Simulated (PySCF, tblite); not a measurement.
# C₆H₅OS−: dynamics, then NMR shifts on frames, part 2 of 2

tblite 0.8.0 and PySCF 2.14.0. Atoms count from 0. The steps go on from the part before.

### Step 5. NMR shieldings: 625 fs, PBE0/pcSseg-1

The job: settings as JSON, then the geometry in Å.

```
{"job": {"kind": "nmr", "xc": "PBE0", "basis": "pcSseg-1", "pop": false}, "charge": -1, "multiplicity": 1}
C     -2.674100    -1.182500     1.104600
C     -1.956500    -0.182500     0.584100
C     -0.556900    -0.203100     0.427800
C      0.335800    -1.250200     0.819800
C      1.568000    -0.813500     0.477700
O      1.532300     0.410400    -0.152400
C      0.240000     0.784000    -0.148300
S     -0.143200     2.375700    -0.596800
H     -3.738400    -1.159600     1.126900
H     -2.374600    -2.176200     1.465400
H     -2.565700     0.702100     0.259900
H      0.041200    -2.062000     1.476600
H      2.529000    -1.307400     0.576500
```

Level: GIAO PBE0/pcSseg-1 NMR shielding, non-relativistic, gas phase.

What it wrote:

```text
coarse grid: 12328 points
cycle   1  E = -704.3620369489  dE =  1.465e+00  |g| = 5.839e-01  |ddm| = 3.776e+00
cycle   2  E = -704.3551636490  dE =  6.873e-03  |g| = 6.709e-01  |ddm| = 1.762e+00
cycle   3  E = -704.4555761239  dE = -1.004e-01  |g| = 1.158e-01  |ddm| = 8.405e-01
cycle   4  E = -704.4586850691  dE = -3.109e-03  |g| = 4.156e-02  |ddm| = 1.969e-01
cycle   5  E = -704.4590432927  dE = -3.582e-04  |g| = 1.987e-02  |ddm| = 6.541e-02
cycle   6  E = -704.4591261679  dE = -8.288e-05  |g| = 4.909e-03  |ddm| = 2.340e-02
cycle   7  E = -704.4591310222  dE = -4.854e-06  |g| = 7.535e-04  |ddm| = 5.248e-03
final grid: 117064 points
cycle   8  E = -704.5196576466  dE = -1.699e-05  |g| = 1.191e-02  |ddm| = 3.880e-02
cycle   9  E = -704.5196067933  dE =  5.085e-05  |g| = 1.963e-02  |ddm| = 2.955e-02
cycle  10  E = -704.5196854974  dE = -7.870e-05  |g| = 2.111e-03  |ddm| = 2.051e-02
cycle  11  E = -704.5196865586  dE = -1.061e-06  |g| = 3.669e-04  |ddm| = 2.349e-03
cycle  12  E = -704.5196865937  dE = -3.517e-08  |g| = 1.176e-04  |ddm| = 7.158e-04
cycle  13  E = -704.5196865968  dE = -3.123e-09  |g| = 4.618e-05  |ddm| = 1.755e-04
cycle  14  E = -704.5196865974  dE = -5.271e-10  |g| = 1.621e-05  |ddm| = 7.470e-05
converged SCF energy = -704.5196865974

GIAO shielding tensors (ppm)
atom      isotropic    diamagn.    paramagn.     s11        s22        s33       span
  0 C       96.714     251.192    -154.478     14.564    110.196    165.381    150.818
  1 C       45.216     245.889    -200.673    -74.320     51.251    158.716    233.037
  2 C       69.462     258.009    -188.547      6.480     60.739    141.169    134.689
  3 C       71.599     254.381    -182.782    -22.091     76.598    160.289    182.379
  4 C       51.716     251.436    -199.720    -13.536     65.902    102.781    116.317
  5 O       28.715     399.344    -370.629    -97.766    -19.371    203.283    301.048
  6 C       -1.871     251.701    -253.572   -100.167     22.104     72.450    172.617
  7 S      541.113    1057.950    -516.837    293.972    623.069    706.297    412.325
  8 H       28.389      29.092      -0.702     25.745     27.031     32.392      6.647
  9 H       27.249      32.437      -5.188     24.412     26.401     30.935      6.522
 10 H       23.871      29.203      -5.331     20.673     22.106     28.835      8.162
 11 H       25.029      33.773      -8.744     23.312     24.685     27.092      3.780
 12 H       25.121      30.766      -5.645     22.779     25.189     27.394      4.615
```

Run time: 48 s. Hardware: 1 thread of Intel Xeon at 2.50GHz, shared host; peak memory 0.78 GiB.

Key values: δ C6 188.8, C1 141.7, C4 135.2, C2 117.5, H10 7.85, H11 6.69 ppm.

### Step 6. Shielding tensors: 800 fs, PBE0/pcSseg-1

The job: settings as JSON, then the geometry in Å.

```
{"job": {"kind": "nmr", "xc": "PBE0", "basis": "pcSseg-1", "pop": false}, "charge": -1, "multiplicity": 1}
C     -2.598700    -1.301100     1.279600
C     -1.959700    -0.218300     0.804200
C     -0.604300    -0.143500     0.411600
C      0.382300    -1.173700     0.460100
C      1.560200    -0.661500     0.042100
O      1.412000     0.626000    -0.444500
C      0.086800     0.952900    -0.186700
S     -0.583600     2.481500    -0.471100
H     -3.644400    -1.392300     1.496500
H     -1.981500    -2.209900     1.432600
H     -2.459800     0.719100     0.617200
H      0.278000    -2.194600     0.782500
H      2.549000    -1.063600    -0.034100
```

With the program's defaults for keys left out, this is: GIAO PBE0/pcSseg-1 NMR shielding, non-relativistic, gas phase.

What it wrote:

```text
coarse grid: 12328 points
cycle   1  E = -704.3668706786  dE =  1.360e+00  |g| = 5.814e-01  |ddm| = 3.766e+00
cycle   2  E = -704.3537458896  dE =  1.312e-02  |g| = 6.887e-01  |ddm| = 1.560e+00
cycle   3  E = -704.4574999428  dE = -1.038e-01  |g| = 1.252e-01  |ddm| = 7.526e-01
cycle   4  E = -704.4612333740  dE = -3.733e-03  |g| = 4.406e-02  |ddm| = 2.063e-01
cycle   5  E = -704.4616292925  dE = -3.959e-04  |g| = 2.255e-02  |ddm| = 6.901e-02
cycle   6  E = -704.4617388231  dE = -1.095e-04  |g| = 4.197e-03  |ddm| = 2.385e-02
cycle   7  E = -704.4617419642  dE = -3.141e-06  |g| = 1.296e-03  |ddm| = 4.866e-03
final grid: 117064 points
cycle   8  E = -704.5228549359  dE = -1.585e-05  |g| = 1.327e-02  |ddm| = 4.199e-02
cycle   9  E = -704.5227810533  dE =  7.388e-05  |g| = 2.322e-02  |ddm| = 3.093e-02
cycle  10  E = -704.5228887277  dE = -1.077e-04  |g| = 2.234e-03  |ddm| = 2.190e-02
cycle  11  E = -704.5228899351  dE = -1.207e-06  |g| = 4.070e-04  |ddm| = 2.451e-03
cycle  12  E = -704.5228899780  dE = -4.281e-08  |g| = 1.237e-04  |ddm| = 7.096e-04
cycle  13  E = -704.5228899812  dE = -3.262e-09  |g| = 5.359e-05  |ddm| = 1.844e-04
cycle  14  E = -704.5228899820  dE = -7.446e-10  |g| = 1.789e-05  |ddm| = 8.087e-05
converged SCF energy = -704.5228899820

GIAO shielding tensors (ppm)
atom      isotropic    diamagn.    paramagn.     s11        s22        s33       span
  0 C       97.320     256.598    -159.277      8.571    121.028    162.362    153.790
  1 C       44.221     247.757    -203.536    -71.574     36.616    167.623    239.197
  2 C       66.059     258.573    -192.513      1.550     56.110    140.518    138.967
  3 C       73.528     253.572    -180.044    -21.414     79.563    162.435    183.849
  4 C       50.864     252.091    -201.227    -13.795     66.351    100.035    113.830
  5 O       16.919     400.084    -383.165   -135.353    -14.131    200.240    335.593
  6 C      -13.052     252.289    -265.341   -112.881     14.334     59.391    172.271
  7 S      518.749    1057.768    -539.019    262.659    582.936    710.652    447.993
  8 H       27.537      29.514      -1.978     25.719     25.843     31.047      5.328
  9 H       27.015      33.049      -6.034     23.380     26.117     31.549      8.169
 10 H       24.331      31.137      -6.806     21.284     22.016     29.691      8.407
 11 H       25.449      34.102      -8.654     23.734     25.122     27.489      3.755
 12 H       25.223      32.012      -6.789     22.978     25.294     27.398      4.420
```

It took 48 s on 1 thread of Intel Xeon at 2.50GHz, shared host; peak memory 0.78 GiB.

Key values: δ C6 200.0, C1 142.7, C4 136.1, C2 120.9, H10 7.39, H12 6.49 ppm.

### Step 7. NMR shieldings: 1000 fs, PBE0/pcSseg-1

The job: settings as JSON, then the geometry in Å.

```
{"job": {"kind": "nmr", "xc": "PBE0", "basis": "pcSseg-1", "pop": false}, "charge": -1, "multiplicity": 1}
C     -2.710900    -1.449900     1.440600
C     -2.003800    -0.421500     1.015800
C     -0.665600    -0.397900     0.601900
C      0.258000    -1.463200     0.303800
C      1.372000    -0.884400    -0.199200
O      1.280200     0.440100    -0.303400
C      0.012000     0.740800     0.157100
S     -0.652200     2.267100    -0.061600
H     -3.694700    -1.467100     1.834600
H     -2.228400    -2.416900     1.490700
H     -2.545100     0.555900     1.113100
H      0.120200    -2.418000     0.660500
H      2.309200    -1.350700    -0.407900
```

Level: GIAO PBE0/pcSseg-1 NMR shielding, non-relativistic, gas phase.

What it wrote:

```text
coarse grid: 12328 points
cycle   1  E = -704.3558470408  dE =  1.569e+00  |g| = 5.860e-01  |ddm| = 3.778e+00
cycle   2  E = -704.3515381847  dE =  4.309e-03  |g| = 6.600e-01  |ddm| = 1.614e+00
cycle   3  E = -704.4482167455  dE = -9.668e-02  |g| = 1.252e-01  |ddm| = 7.556e-01
cycle   4  E = -704.4519365089  dE = -3.720e-03  |g| = 4.868e-02  |ddm| = 2.199e-01
cycle   5  E = -704.4524386442  dE = -5.021e-04  |g| = 2.252e-02  |ddm| = 7.105e-02
cycle   6  E = -704.4525391040  dE = -1.005e-04  |g| = 3.935e-03  |ddm| = 2.229e-02
cycle   7  E = -704.4525415082  dE = -2.404e-06  |g| = 1.410e-03  |ddm| = 4.664e-03
final grid: 117064 points
cycle   8  E = -704.5131789182  dE = -1.720e-05  |g| = 1.235e-02  |ddm| = 3.971e-02
cycle   9  E = -704.5131173545  dE =  6.156e-05  |g| = 2.103e-02  |ddm| = 3.053e-02
cycle  10  E = -704.5132088891  dE = -9.153e-05  |g| = 2.227e-03  |ddm| = 2.127e-02
cycle  11  E = -704.5132100766  dE = -1.187e-06  |g| = 3.908e-04  |ddm| = 2.382e-03
cycle  12  E = -704.5132101151  dE = -3.842e-08  |g| = 1.297e-04  |ddm| = 7.035e-04
cycle  13  E = -704.5132101187  dE = -3.638e-09  |g| = 5.495e-05  |ddm| = 1.993e-04
cycle  14  E = -704.5132101194  dE = -7.497e-10  |g| = 1.595e-05  |ddm| = 8.417e-05
converged SCF energy = -704.5132101194

GIAO shielding tensors (ppm)
atom      isotropic    diamagn.    paramagn.     s11        s22        s33       span
  0 C       97.150     254.714    -157.565      6.828    119.721    164.900    158.072
  1 C       45.510     246.087    -200.576    -75.476     50.258    161.748    237.224
  2 C       69.504     258.789    -189.285     -2.256     63.439    147.329    149.585
  3 C       76.423     254.075    -177.652    -14.089     78.548    164.811    178.900
  4 C       56.930     250.942    -194.012    -11.778     71.496    111.073    122.851
  5 O       36.006     399.289    -363.283   -123.106     10.709    220.414    343.520
  6 C       -9.106     252.984    -262.090   -107.764     23.371     57.075    164.840
  7 S      537.909    1058.386    -520.476    297.784    592.467    723.477    425.693
  8 H       27.820      29.886      -2.067     26.068     26.248     31.144      5.076
  9 H       27.794      33.402      -5.608     24.337     26.541     32.505      8.169
 10 H       23.757      29.738      -5.982     19.799     21.534     29.938     10.139
 11 H       26.181      35.271      -9.090     24.736     25.568     28.240      3.504
 12 H       25.510      31.379      -5.869     23.143     25.584     27.803      4.660
```

It took 47 s on 1 thread of Intel Xeon at 2.50GHz, shared host; peak memory 0.78 GiB.

Key values: δ C6 196.0, C1 141.4, C4 130.0, C2 117.4, H10 7.96, H12 6.21 ppm.

### Step 8. Side by side: NMR shifts

Shifts (ppm) of some atoms, chosen among heavy atoms and hydrogens apart, with basis size and wall time:

| frame | C6 | C4 | C3 | H10 | H11 | O5 | S7 | functions | time |
| --- | --- | --- | --- | --- | --- | --- | --- | --- | --- |
| 250 fs | 192.4 | 131.3 | 112.7 | 8.08 | 6.38 | 306.6 | -55 | 168 | 49 s |
| 425 fs | 189.9 | 135.0 | 116.0 | 6.82 | 6.90 | 311.5 | -52 | 168 | 48 s |
| 625 fs | 188.8 | 135.2 | 115.3 | 7.85 | 6.69 | 307.4 | -37 | 168 | 48 s |
| 800 fs | 200.0 | 136.1 | 113.4 | 7.39 | 6.27 | 319.2 | -15 | 168 | 48 s |
| 1000 fs | 196.0 | 130.0 | 110.5 | 7.96 | 5.54 | 300.1 | -34 | 168 | 47 s |

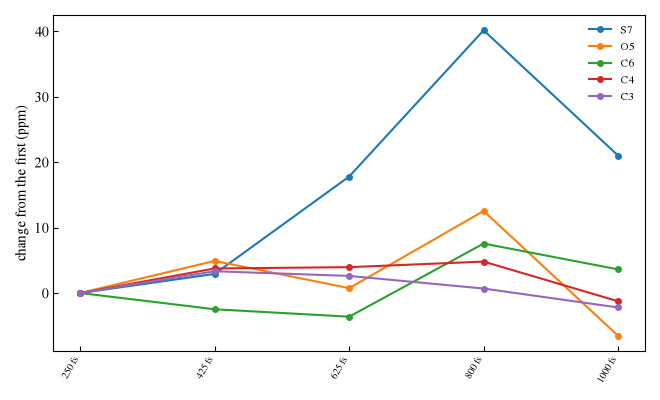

How five of the tabulated atoms move from run to run.

### Step 9. Outcome

What follows sums up all 2 parts.

```
                                      quantity                                        value
                                    thermostat                                        200 K
                 mean temperature, second half                                        181 K
       mean potential energy above the minimum                                      0.25 eV
¹³C shifts against TMS (PBE0/pcSseg-1, 250 fs)  192.4, 141.3, 131.3, 122.7, 112.7, 91.2 ppm
 ¹H shifts against TMS (PBE0/pcSseg-1, 250 fs)             8.08, 7.13, 6.38, 4.26, 4.19 ppm
¹⁷O shifts against H2O (PBE0/pcSseg-1, 250 fs)                                    306.6 ppm
³³S shifts against CS2 (PBE0/pcSseg-1, 250 fs)                                      -55 ppm
                      range of the shift of S7                               -55 to -15 ppm
```

In the second half the potential energy averages 0.25 eV above the minimum; equipartition over 33 harmonic modes at 200 K would give 0.28 eV. With 13 atoms the temperature swings widely (100 to 264 K). Shifts at one fixed geometry are not the observed spectrum, which averages over the motion. In the first frame run (250 fs): The largest span, 412 ppm, is at S7, where the paramagnetic term is -499 ppm. NICS(1)zz of -17 ppm above the planar ring from C2 marks a diatropic (aromatic) ring current. Across the 5 runs the shift of S7 moves most, between -55 (250 fs) and -15 ppm (800 fs).
